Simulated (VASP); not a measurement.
Energy against volume of KI (rock salt). Computed with r2SCAN meta-GGA, VASP's PBE PAW potentials (set 64) (plane waves; VASP).

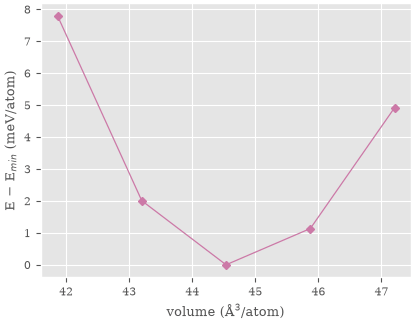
Energy against volume

Q: Estimate the equilibrium volume and the bulk modulus.

A: The minimum lies near 44.7 Å³/atom, and the curvature gives B0 of about 12 GPa.

The compound is KI in the rock salt structure. It was relaxed first.
